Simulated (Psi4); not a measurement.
# A workflow on [SnH3]− (SMILES [H][Sn-]([H])[H])

Wanted: a geometry optimisation (PBEh-3c/def2-mSVP), then vibrational wavenumbers of [SnH3]−. 

The calculation is run with Psi4 1.11.

## Step 1: The system as given

[SnH3]−: 4 atoms, total charge -1, spin state singlet. As SMILES, `[H][Sn-]([H])[H]`. The shape comes from GFN2-xTB, which is rough for such elements, and wasn't checked as a minimum. The run starts from this shape.

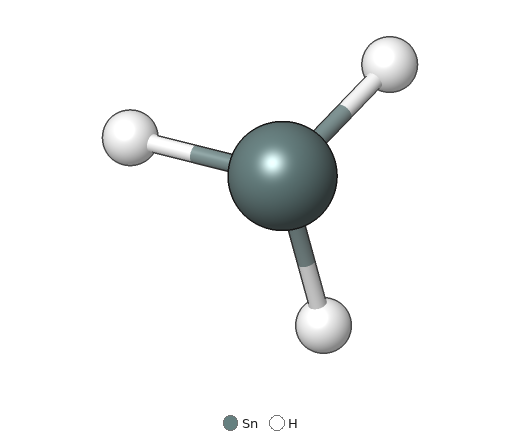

The structure, seen from a chosen angle (tin teal, hydrogen white).

## Step 2: A structure relaxation at PBEh-3c/def2-mSVP (density fitting, core potential) (run 1)

File job.dat:

```
memory 1600 MB

molecule {
  -1 1
  Sn
  H 1 r2
  H 1 r3 2 a3
  H 1 r4 2 a4 3 d4

  r2 = 1.947655
  r3 = 1.947872
  a3 = 93.33705
  r4 = 1.94855
  a4 = 93.41078
  d4 = 93.70187
}

set globals {
  geom_maxiter 60
}

opt("pbeh-3c")
```

Run with:

```
$ psi4 -n 1 job.dat job.out
```

job.out:

```text
[...]
    !!!  WARNING: ECP capability is in beta. Please check occupations closely.  !!!
[...]
  Running in c1 symmetry.
[...]
  Nuclear repulsion =   18.488597320638917
[...]
  Multiplicity = 1
[...]
  Nalpha       = 13
  Nbeta        = 13
[...]
    Number of basis functions: 32
[...]
   @DF-RKS iter   1:  -216.01304516498490   -1.63976e+00   1.05521e-02 ADIIS/DIIS
[...]
    !!!  WARNING: ECP capability is in beta. Please check occupations closely.  !!!
[...]
   @DF-RKS iter   6:  -216.11528305809702   -1.98952e-13   1.80871e-09 DIIS
[...]
    Orbital Energies [Eh]
    ---------------------
    Doubly Occupied:
       1A     -5.052004     2A     -3.353118     3A     -3.353117
       4A     -3.348392     5A     -0.852973     6A     -0.852971
       7A     -0.847563     8A     -0.847563     9A     -0.844249
      10A     -0.314629    11A     -0.116878    12A     -0.116849
      13A     -0.024357
[...]
  @DF-RKS Final Energy:  -216.11528305809702
   => Energetics <=
    Nuclear Repulsion Energy =             20.1840982579194090
    One-Electron Energy =                -424.6168835767509790
    Two-Electron Energy =                 199.9834769679838189
    DFT Exchange-Correlation Energy =     -11.6752318765147223
    Empirical Dispersion Energy =           0.0092571692654510
    VV10 Nonlocal Energy =                  0.0000000000000000
    Total Energy =                       -216.1152830580970203
[...]
 Multipole Moments:
 ------------------------------------------------------------------------------------
     Multipole            Electronic (a.u.)      Nuclear  (a.u.)        Total (a.u.)
 ------------------------------------------------------------------------------------
 L = 1.  Multiply by 2.5417464519 to convert [e a0] to [Debye]
 Dipole X            :         -2.8650557            2.6774462           -0.1876095
 Dipole Y            :         -2.7527927            2.5724937           -0.1802990
 Dipole Z            :         -2.6471403            2.4738689           -0.1732715
 Magnitude           :                                                    0.3126148
[...]
  -Total Gradient:
     Atom            X                  Y                   Z
    ------   -----------------  -----------------  -----------------
       1        0.000005503888    -0.000003938069     0.000007522985
       2        0.000002104233    -0.000006607941     0.000004540928
       3        0.000008150565     0.000005890625    -0.000016968697
       4       -0.000013473222     0.000003076720     0.000005650031
[...]
    Final optimized geometry and variables:
    Molecular point group: c1
    Full point group: C1
    Geometry (in Angstrom), charge = -1, multiplicity = 1:
    SN
    H             1          r2
    H             1          r3      2          a3
    H             1          r4      2          a4      3          d4
    a3        =   92.2264732345
    a4        =   92.2148520802
    d4        =   92.2929148411
    r2        =    1.7849407917
    r3        =    1.7849649189
    r4        =    1.7848790738
[...]
```

On the terminal:

```text
Optimizer: Optimization complete!
```

It took 29 s on 1 thread of Intel Xeon Platinum 8259CL at 2.50GHz (Skylake/Cascade Lake), shared host; peak memory 0.34 GiB.

Steps, from the record of the run:

```tsv
step	energy from the first frame kept (eV)	largest force (eV/Å)
0	0.0000	1.6669
1	-0.3184	0.1780
2	-0.3225	0.1945
3	-0.3234	0.0395
4	-0.3236	0.0626
5	-0.3239	0.0064
6	-0.3240	0.0010
```

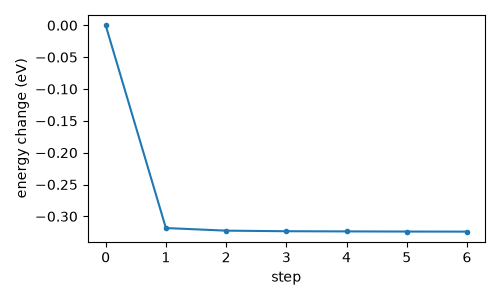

Energy along the run.

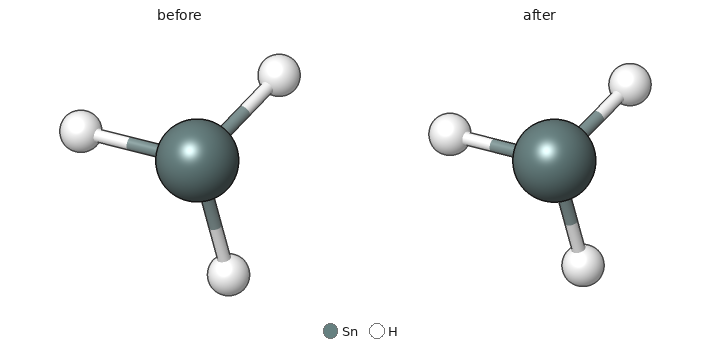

Before and after, at one scale.

After the run. Bond lengths: Sn1–H2 1.785 Å, Sn1–H3 1.785 Å, Sn1–H4 1.785 Å. Angles: H2–Sn1–H3 92.2°, H2–Sn1–H4 92.2°, H3–Sn1–H4 92.2°.

## Step 3: The harmonic vibrations at PBEh-3c/def2-mSVP (density fitting, core potential) (run 2)

File h3sn.xyz:

```xyz
4
H3Sn
Sn    -0.006718     0.005473     0.790049
H      1.500092    -0.030572    -0.166109
H     -0.693343     1.313458    -0.211859
H     -0.760110    -1.257987    -0.220823
```

File job.py:

```python
import psi4

psi4.set_memory('1600 MB')
psi4.set_num_threads(1)
psi4.set_output_file('h3sn.out', False)

with open('h3sn.xyz') as f:
    atoms = ''.join(f.readlines()[2:])
molecule = psi4.geometry('-1 1\n' + atoms + 'symmetry c1')

psi4.set_options({
    'reference': 'rks',
    't': 298.15,
    'rotational_symmetry_number': 3,
})

e, wfn = psi4.frequencies("pbeh-3c", return_wfn=True)
print(f'total energy {e:.8f} hartree = {e * 27.211386:.5f} eV')
print('wavenumbers / cm^-1:', wfn.frequencies().np.round(1))
```

Run with:

```
$ python job.py
```

h3sn.out, shortened:

```text
[...]
  Running in c1 symmetry.
[...]
  Nuclear repulsion =   20.184100200463522
[...]
  Multiplicity = 1
[...]
  Nalpha       = 13
  Nbeta        = 13
[...]
    Number of basis functions: 32
[...]
   @DF-RKS iter   1:  -216.01244218317214   -1.53466e+00   1.11415e-02 ADIIS/DIIS
[...]
   @DF-RKS iter  10:  -216.11528420210425   -1.42109e-13   9.60383e-10 DIIS
[...]
    Orbital Energies [Eh]
    ---------------------
    Doubly Occupied:
       1A     -5.052004     2A     -3.353119     3A     -3.353117
       4A     -3.348392     5A     -0.852980     6A     -0.852965
       7A     -0.847567     8A     -0.847561     9A     -0.844250
      10A     -0.314629    11A     -0.116975    12A     -0.116752
      13A     -0.024357
[...]
  @DF-RKS Final Energy:  -216.11528420210425
   => Energetics <=
    Nuclear Repulsion Energy =             20.1840632361108376
    One-Electron Energy =                -424.6168061330889714
    Two-Electron Energy =                 199.9834343478583207
    DFT Exchange-Correlation Energy =     -11.6752328301725719
    Empirical Dispersion Energy =           0.0092571771881457
    VV10 Nonlocal Energy =                  0.0000000000000000
    Total Energy =                       -216.1152842021042488
[...]
 Multipole Moments:
[...]
  -Total Gradient:
     Atom            X                  Y                   Z
    ------   -----------------  -----------------  -----------------
       1        0.000015298650     0.000322179663    -0.000002786833
       2        0.000003016528    -0.000044314663     0.000002526622
       3        0.000046279628    -0.000146834864     0.000126636358
       4       -0.000062279293    -0.000137764443    -0.000127942301
[...]
  ==> Harmonic Vibrational Analysis <==
[...]
  Freq [cm^-1]                 762.9240            773.9249            805.0807
[...]
  IR activ [km/mol]            170.0486            43.7168             46.4846
[...]
  Freq [cm^-1]                1653.4588           1661.2397           1667.8763
[...]
  IR activ [km/mol]            472.1219            617.6771            614.8855
[...]
  Total E_0, Enthalpy at 0 [K]                                                         -216.09859660 [Eh]
[...]
  Total H, Enthalpy at  298.15 [K]                                                     -216.09455934 [Eh]
[...]
  Total G, Gibbs energy at  298.15 [K]                                                 -216.12114611 [Eh]
[...]
```

Standard output:

```text
total energy -216.11528305 hartree = -5880.79639 eV
wavenumbers / cm^-1: [ 762.9  773.9  805.1 1653.5 1661.2 1667.9]
```

It took 97 s on 1 thread of Intel Xeon Platinum 8259CL at 2.50GHz (Skylake/Cascade Lake), shared host; peak memory 0.32 GiB.

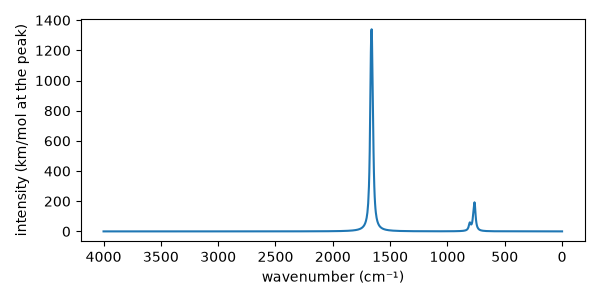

Harmonic infrared spectrum, unscaled, lines broadened by 10 cm⁻¹.

## Step 4: What came out

| quantity | value |
| --- | --- |
| run 1, PBEh-3c/def2-mSVP: total energy at the end | -216.11528 Eh |
| run 1, PBEh-3c/def2-mSVP: HOMO energy | -0.66 eV |
| run 1, PBEh-3c/def2-mSVP: LUMO energy | 6.74 eV |
| run 1, PBEh-3c/def2-mSVP: HOMO–LUMO gap (to an unbound level, set by the basis) | 7.41 eV |
| run 2, PBEh-3c/def2-mSVP: lowest harmonic wavenumber | 763 cm⁻¹ |
| run 2, PBEh-3c/def2-mSVP: highest harmonic wavenumber | 1668 cm⁻¹ |
| run 2, PBEh-3c/def2-mSVP: zero-point energy | 43.8 kJ/mol |
| run 2, PBEh-3c/def2-mSVP: ideal-gas entropy at 298.15 K (symmetry number 3 as used) | 56.0 cal/(mol K) |

What this shows: The optimisation (run 1, PBEh-3c/def2-mSVP) took 7 steps and changed the energy by -0.324 eV. All 6 modes (run 2, PBEh-3c/def2-mSVP) are real, so the shape is a minimum at this level.
